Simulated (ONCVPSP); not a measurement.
Pseudopotential generation for Zr

- system: zirconium (Zr, Z = 40), core [Ar] 3d10 4s2, reference valence 4p6 4d2 5s2, valence charge 10.
- method: ONCV potential, PBE, scalar-relativistic, made with ONCVPSP 4.0.1

### Input
```
# ATOM AND REFERENCE CONFIGURATION
# atsym  z   nc   nv     iexc    psfile
  Zr 40.00    7    3        4      upf
#
#   n    l    f
    1    0    2.00
    2    0    2.00
    2    1    6.00
    3    0    2.00
    3    1    6.00
    3    2   10.00
    4    0    2.00
    4    1    6.00
    4    2    2.00
    5    0    2.00
#
# PSEUDOPOTENTIAL AND OPTIMIZATION
# lmax
    3
#
#   l,   rc,      ep,       ncon, nbas, qcut
    0    3.00    0.00    5   10    2.00
    1    1.90    0.00    5   10    8.30
    2    2.30    0.00    4    9    8.10
    3    2.90    0.04    3    8    3.50
#
# LOCAL POTENTIAL
# lloc, lpopt,  rc(5),   dvloc0
    4    5    1.80    3.00
#
# VANDERBILT-KLEINMAN-BYLANDER PROJECTORs
# l, nproj, debl
    0    2    2.50
    1    2    3.80
    2    2    3.10
    3    1    1.60
#
# MODEL CORE CHARGE
# icmod, fcfact, rcfact
    2    0.50    1.20
#
# LOG DERIVATIVE ANALYSIS
# epsh1, epsh2, depsh
   -3.00    5.00    0.02
#
# OUTPUT GRID
# rlmax, drl
    6.00    0.01
#
# TEST CONFIGURATIONS
# ncnf
    4
# nvcnf
#   n    l    f
    3
    4    1    6.00
    4    2    2.00
    5    0    1.00
#
    3
    4    1    6.00
    4    2    2.00
    5    0    0.00
#
    3
    4    1    6.00
    4    2    1.00
    5    0    0.00
#
    3
    4    1    6.00
    4    2    3.00
    5    0    1.00
#
```

Launched with:
```bash
oncvpsp.x < Zr.dat > Zr.out
```

### Log (extracts)
```
ONCVPSP  (Optimized Norm-Conservinng Vanderbilt PSeudopotential)
scalar-relativistic version 4.0.1

#   n    l    f        energy (Ha)
    1    0    2.00    -6.5506183E+02
    2    0    2.00    -9.0765108E+01
    2    1    6.00    -8.0938731E+01
    3    0    2.00    -1.4875042E+01
    3    1    6.00    -1.1673703E+01
    3    2   10.00    -6.4203814E+00
    4    0    2.00    -2.0030206E+00
    4    1    6.00    -1.1929449E+00
    4    2    2.00    -1.3226204E-01
    5    0    2.00    -1.6314901E-01

Reference configufation results
  iterations    22
  all-electron total energy (Ha)   -3.59853098D+03

Begin loop to  construct optimized pseudo wave functions
and semi-local pseudopoentials for all angular momenta

   Wellstate for l =  0  n =  8
     eigenvalue =   2.3369
     asymptotic potential =   2.8369
     half-point radius =  5.6205

Calculating optimized projector #   1

 for l=   0

    Fraction of norm inside rc  0.315726
    Optimizing pswf for qcut=   2.00 a_B^-1,  ecut=   1.99 Ha
    Residual kinetic energy error=  1.39D-03 Ha

    Energy error per electron        Cutoff
         Ha          eV             Ha
         0.01000     0.27211        1.23
         0.00100     0.02721        2.32
         0.00010     0.00272        8.40
         0.00001     0.00027       25.46

Calculating optimized projector #   2

 for l=   0

    Fraction of norm inside rc  0.155295
    Optimizing pswf for qcut=   2.00 a_B^-1,  ecut=   1.99 Ha
    Residual kinetic energy error=  3.12D-01 Ha

    Energy error per electron        Cutoff
         Ha          eV             Ha
         0.01000     0.27211        7.47
         0.00100     0.02721       32.19
         0.00010     0.00272       39.78
         0.00001     0.00027       43.59

   Wellstate for l =  1  n =  6
     eigenvalue =   2.6071
     asymptotic potential =   3.1071
     half-point radius =  3.0746

Calculating optimized projector #   1

 for l=   1

    Fraction of norm inside rc  0.861122
    Optimizing pswf for qcut=   8.29 a_B^-1,  ecut=  34.36 Ha
    Residual kinetic energy error=  2.72D-07 Ha

    Energy error per electron        Cutoff
         Ha          eV             Ha
         0.01000     0.27211        9.42
         0.00100     0.02721       20.47
         0.00010     0.00272       25.54
         0.00001     0.00027       29.27

Calculating optimized projector #   2

 for l=   1

    Fraction of norm inside rc  0.173554
    Optimizing pswf for qcut=   8.29 a_B^-1,  ecut=  34.36 Ha
    Residual kinetic energy error=  8.56D-07 Ha

    Energy error per electron        Cutoff
         Ha          eV             Ha
         0.01000     0.27211       10.11
         0.00100     0.02721       23.17
         0.00010     0.00272       28.16
         0.00001     0.00027       31.30

   Wellstate for l =  2  n =  7
     eigenvalue =   2.9677
     asymptotic potential =   3.4677
     half-point radius =  4.4600

Calculating optimized projector #   1

 for l=   2

    Fraction of norm inside rc  0.594867
    Optimizing pswf for qcut=   8.10 a_B^-1,  ecut=  32.79 Ha
    Residual kinetic energy error=  8.05D-10 Ha

    Energy error per electron        Cutoff
         Ha          eV             Ha
         0.01000     0.27211       10.97
         0.00100     0.02721       15.42
         0.00010     0.00272       19.38
         0.00001     0.00027       22.76

Calculating optimized projector #   2

 for l=   2

    Fraction of norm inside rc  0.167322
    Optimizing pswf for qcut=   8.10 a_B^-1,  ecut=  32.79 Ha
    Residual kinetic energy error=  9.42D-09 Ha

    Energy error per electron        Cutoff
         Ha          eV             Ha
         0.01000     0.27211       13.97
         0.00100     0.02721       18.44
         0.00010     0.00272       22.44
         0.00001     0.00027       25.73

   Wellstate for l =  3  n =  4
     eigenvalue =   0.0400
     asymptotic potential =   0.5400
     half-point radius = 56.8824

Calculating optimized projector #   1

 for l=   3

    Fraction of norm inside rc  0.000046
    Optimizing pswf for qcut=   3.49 a_B^-1,  ecut=   6.10 Ha
    Residual kinetic energy error=  2.21D-07 Ha

    Energy error per electron        Cutoff
         Ha          eV             Ha
         0.01000     0.27211        0.01
         0.00100     0.02721        0.11
         0.00010     0.00272        0.38
         0.00001     0.00027        1.19

Construct Vanderbilt / Kleinmman-Bylander projectors

B matrix Hermiticity error, ll=   0
   1   2    6.9355E-05

  Orthonormal projector coefficients  4.3886E+00  8.1171E-01

B matrix Hermiticity error, ll=   1
   1   2   -3.9066E-04

  Orthonormal projector coefficients -3.9650E+00 -1.2921E+00

B matrix Hermiticity error, ll=   2
   1   2    1.2463E-04

  Orthonormal projector coefficients -2.7379E+00 -8.5337E-01

Model core correction analysis
  based on d2Exc/dn_idn_j

d2excae - all-electron derivatives

   -2.888208D-02   -1.630839D-02   -2.689675D-03
   -1.630843D-02   -1.900749D-02   -1.276904D-02
   -2.689091D-03   -1.276576D-02   -2.559398D-02

d2excps - pseudofunction derivatives with no core correction

   -3.734292D-02   -1.934343D-02   -2.811686D-03
   -1.934379D-02   -2.062440D-02   -1.358664D-02
   -2.811101D-03   -1.358322D-02   -2.578904D-02

rms 2nd derivative error    3.232296E-03

amplitude prefactor, scale prefactor
    3.3858    1.5397

d2excps - pseudofunction derivatives with core correction

   -2.924943D-02   -1.707276D-02   -2.762345D-03
   -1.707285D-02   -1.983745D-02   -1.353540D-02
   -2.761770D-03   -1.353190D-02   -2.576859D-02

rms 2nd derivative error    5.970032E-04

Pseudoatom total energy  -30.501173

Diagnostic tests using Vanderbilt-Kleinman-Bylander pseudopotentials
  1 or more projectors used as specified by nproj input data

   l    rcore       rmatch      e in        delta e   norm test  slope test

   0   3.0014291   3.0925590  -0.1631490  -0.0000002   1.0000069   0.9999810
   0   3.0014291   3.0925590   2.3368510   0.0000302   1.0000235   1.0000235

   1   1.9049411   1.9627792  -1.1929449  -0.0000057   1.0001748   1.0001796
   1   1.9049411   1.9627792   2.6070551   0.0000551   1.0000747   1.0000747

   2   2.3068371   2.3768777  -0.1322620  -0.0000002   1.0000257   1.0000272
   2   2.3068371   2.3768777   2.9677380   0.0000333   1.0001047   1.0001047

   3   2.9129845   3.0014291   0.0400000  -0.0001216   1.0000382   1.0000382

 Testing for bound ghosts
   n   l    E NL Schr. Eq   E Basis Diag.   E Cutoff

   1   0       -0.163149       -0.161393     49.44

   2   1       -1.192951       -1.192938    138.06

   3   2       -0.132262       -0.129858     83.23

 Testing for highly-localized positive-energy ghosts
       l    <radius>/rc     E Basis Diag.   E Cutoff

       0        0.841430        1.830823     49.44  WARNING - GHOST(+)

Test configuration 0

   n   l     f        eae           eps        diff
   1   0  2.0000 -655.06182565
   2   0  2.0000  -90.76510844
   2   1  6.0000  -80.93873135
   3   0  2.0000  -14.87504184
   3   1  6.0000  -11.67370344
   3   2 10.0000   -6.42038136
   4   0  2.0000   -2.00302059
   4   1  6.0000   -1.19294487   -1.19295058   -5.72D-06
   4   2  2.0000   -0.13226204   -0.13226227   -2.32D-07
   5   0  2.0000   -0.16314901   -0.16314923   -2.21D-07

    Total energies and differences
      AE_ref= -3.59853098D+03  AE_tst= -3.59853098D+03  dif=  0.00D+00
      PS_ref= -3.05011726D+01  PS_tst= -3.05011726D+01  dif=  5.33D-14
      PSP excitation error= -5.33D-14

Test configuration 1

   n   l     f        eae           eps        diff
   1   0  2.0000 -655.30965741
   2   0  2.0000  -91.01055422
   2   1  6.0000  -81.18433961
   3   0  2.0000  -15.12067150
   3   1  6.0000  -11.91930684
   3   2 10.0000   -6.66581313
   4   0  2.0000   -2.24831199
   4   1  6.0000   -1.43842228   -1.43554954    2.87D-03
   4   2  2.0000   -0.36685036   -0.36570859    1.14D-03
   5   0  1.0000   -0.36546398   -0.36563419   -1.70D-04

    Total energies and differences
      AE_ref= -3.59853098D+03  AE_tst= -3.59826868D+03  dif=  2.62D-01
      PS_ref= -3.05011726D+01  PS_tst= -3.02387453D+01  dif=  2.62D-01
      PSP excitation error= -1.32D-04

Test configuration 2

   n   l     f        eae           eps        diff
   1   0  2.0000 -655.60251622
   2   0  2.0000  -91.30033187
   2   1  6.0000  -81.47432123
   3   0  2.0000  -15.41027674
   3   1  6.0000  -12.20886567
   3   2 10.0000   -6.95516886
   4   0  2.0000   -2.53524430
   4   1  6.0000   -1.72426830   -1.71697229    7.30D-03
   4   2  2.0000   -0.63575278   -0.63242330    3.33D-03

    Total energies and differences
      AE_ref= -3.59853098D+03  AE_tst= -3.59779313D+03  dif=  7.38D-01
      PS_ref= -3.05011726D+01  PS_tst= -2.97630326D+01  dif=  7.38D-01
      PSP excitation error= -2.95D-04

Test configuration 3

   n   l     f        eae           eps        diff
   1   0  2.0000 -656.08533336
   2   0  2.0000  -91.79080617
   2   1  6.0000  -81.96427541
   3   0  2.0000  -15.89506819
   3   1  6.0000  -12.69360910
   3   2 10.0000   -7.44067902
   4   0  2.0000   -2.99690707
   4   1  6.0000   -2.17450472   -2.16710526    7.40D-03
   4   2  1.0000   -1.03641332   -1.03164399    4.77D-03

    Total energies and differences
      AE_ref= -3.59853098D+03  AE_tst= -3.59696163D+03  dif=  1.57D+00
      PS_ref= -3.05011726D+01  PS_tst= -2.89356636D+01  dif=  1.57D+00
      PSP excitation error=  3.84D-03

Test configuration 4

   n   l     f        eae           eps        diff
   1   0  2.0000 -654.98563313
   2   0  2.0000  -90.68225875
   2   1  6.0000  -80.85637622
   3   0  2.0000  -14.79357508
   3   1  6.0000  -11.59219833
   3   2 10.0000   -6.33835952
   4   0  2.0000   -1.92644825
   4   1  6.0000   -1.12126684   -1.11791730    3.35D-03
   4   2  3.0000   -0.08576146   -0.08517690    5.85D-04
   5   0  1.0000   -0.14121299   -0.14233111   -1.12D-03

    Total energies and differences
      AE_ref= -3.59853098D+03  AE_tst= -3.59848706D+03  dif=  4.39D-02
      PS_ref= -3.05011726D+01  PS_tst= -3.04561961D+01  dif=  4.50D-02
      PSP excitation error= -1.06D-03
```

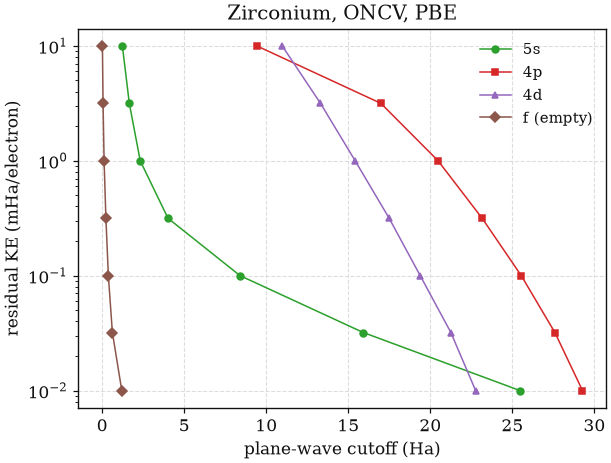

Fig. 1: Residual kinetic energy of the pseudo-waves (the first of each channel, and further valence shells) beyond the plane-wave cutoff, as the generator prints it.

- Cutoffs for 1 mHa per electron: 4p: 20 Ha; 4d: 15 Ha; 5s: 2.3 Ha; f (empty): 0.1 Ha.
- Cutoffs for the occupied states: 20 Ha for 1 mHa and 26 Ha for 0.1 mHa per electron. The first is set by 4p.
- Hardest wave at 1 mHa per electron: 4p, with rc = 1.90 bohr and qcut = 8.3 1/bohr. The optimisation minimises, but can't always remove, the kinetic energy above qcut²/2 = 34.4 Ha, and a larger rc would as a rule soften the wave at some cost in transferability.

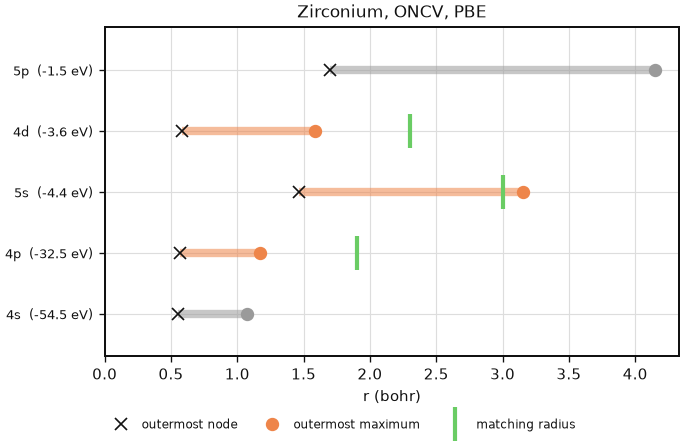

Fig. 2: Outer shells of the all-electron reference atom: each bar runs from the outermost node (or the nucleus) to the outermost maximum of u(r); the tick is the radius chosen for the pseudo-wave. Shells without a tick have no pseudo-wave of their own. Levels, nodes and maxima are from ld1.x, scalar-relativistic.

- Radii against the shells: 4p: 1.90 bohr, outside the maximum; 5s: 3.00 bohr, between node and maximum; 4d: 2.30 bohr, outside the maximum.

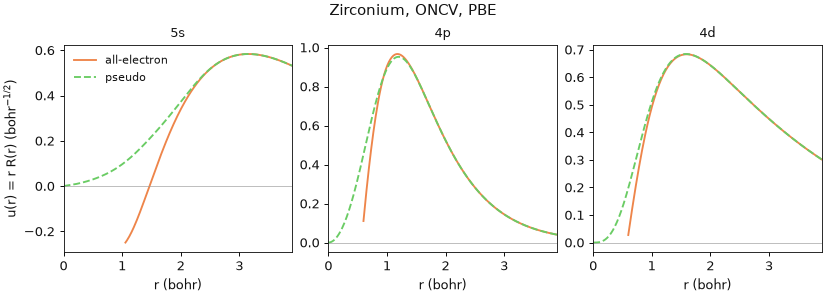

Fig. 3: All-electron valence functions (solid) with their pseudo partners (dashed). The innermost oscillations of some all-electron curves aren't drawn. Reference configuration 4p6 4d2 5s2.

- Matching radii: 5s at 3.00 bohr; 4p at 1.90 bohr; 4d at 2.30 bohr. The curves merge smoothly, so the plot gives these only roughly.
- Nodes of the pseudo-waves: 5s has no node; 4p has no node; 4d has no node.

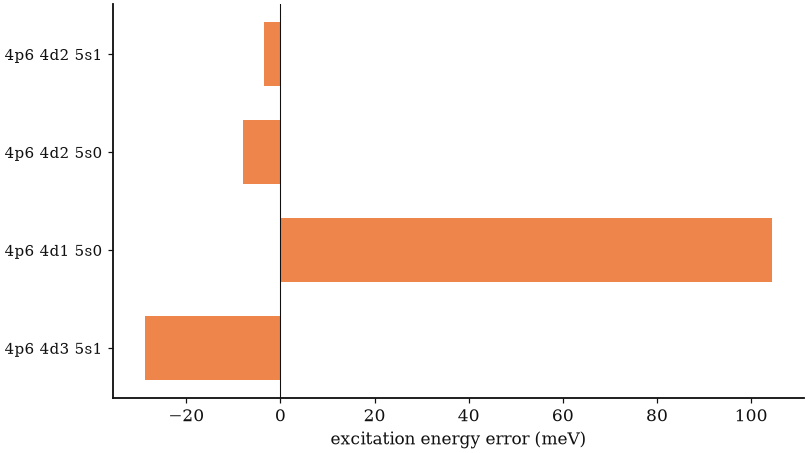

Fig. 4: Errors, all-electron minus pseudo, of the energies of valence configurations relative to the unpolarised reference 4p6 4d2 5s2.

- Worst configuration: 4p6 4d1 5s0 (charge +3): the error is +104 meV on an all-electron energy of +42.70 eV relative to the reference, or 0.24 %.
- Errors in meV: 4p6 4d2 5s1: -3.6; 4p6 4d2 5s0: -8.0; 4p6 4d1 5s0: +104; 4p6 4d3 5s1: -29.
- Configurations within 10 meV and within 50 meV: 2 and 3 of 4.

### Results in brief

- outcome: generated, with a spurious state above the valence levels
- cutoffs needed: 20 Ha and 26 Ha (the cutoffs at which the residual kinetic energy of the hardest occupied pseudo-wave falls to 1 and 0.1 mHa per electron)
- ghost test: no bound ghost flagged; GHOST(+) flagged for s at 49.8 eV
- largest excitation error: +104 meV (all-electron minus pseudo) for 4p6 4d1 5s0, out of 4 test configurations
- rms error of d²Exc/dni dnj: 3.23 mHa without and 0.60 mHa with the model core
- clearest signs, in the scattering phases, of states that the all-electron atom lacks: s near 1.8 Ha
- range over which the phases arctan(r R′/R) at the test radius agree within 0.05 rad (a looser test near the poles than one of phase shifts): s: between about -1.9 and 1.4 Ha; p: over the whole range computed; d: over the whole range computed; f: up to about 1.2 Ha
- hardware: 1 CPU thread, shared host
- wall time: 6.8 s

### Remarks

The scattering phases show an s state near 1.8 Ha, 2.0 Ha above the channel's reference energy, that the all-electron atom lacks; it spoils states at that energy.
